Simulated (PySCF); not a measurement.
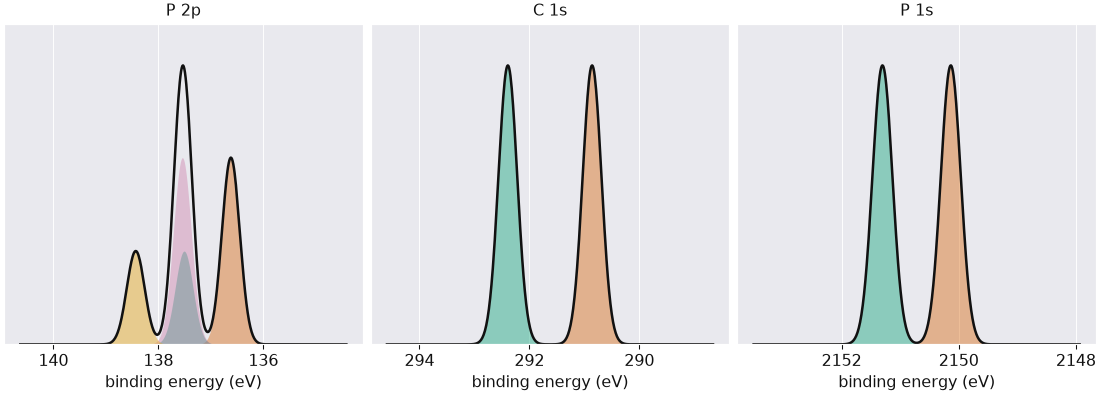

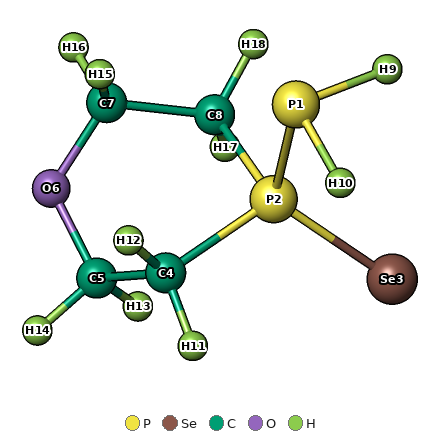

Simulated XPS of C₄H₁₀OP₂Se, SMILES PP1(=[Se])CCOCC1. Vertical core-electron binding energies by ΔSCF (SCAN, pcX-2 on the ionised atom, pcseg-1 elsewhere, spin-free X2C; PySCF, at a PBE0-D3(BJ)/def2-SVP geometry (no frequency check)), gas phase, against the vacuum level. One atom of each kind was ionised; within a panel, areas follow the number of like atoms and 2j + 1 (2p levels are split by first-order spin-orbit coupling, an approximation), each panel is scaled alone, Gaussians of 0.4 eV full width. Only the regions named are shown. Lines closer than the width merge in the curve. The order of lines from different atoms under 0.3 eV apart is within the error of the method.

Which atoms give which peak?

Answer.
```tsv
level	atoms	binding energy (eV)
P 2p1/2	P2	138.4
P 2p3/2	P2	137.5
P 2p1/2	P1	137.5
P 2p3/2	P1	136.6
C 1s	C5, C7	292.4
C 1s	C4, C8	290.9
P 1s	P2	2151.3
P 1s	P1	2150.1
```

How large is the chemical shift across the P 2p region?

Answer. 0.9 eV, from P1 at 136.6 eV to P2 at 137.5 eV.

Caveats: one conformer of a flexible molecule.
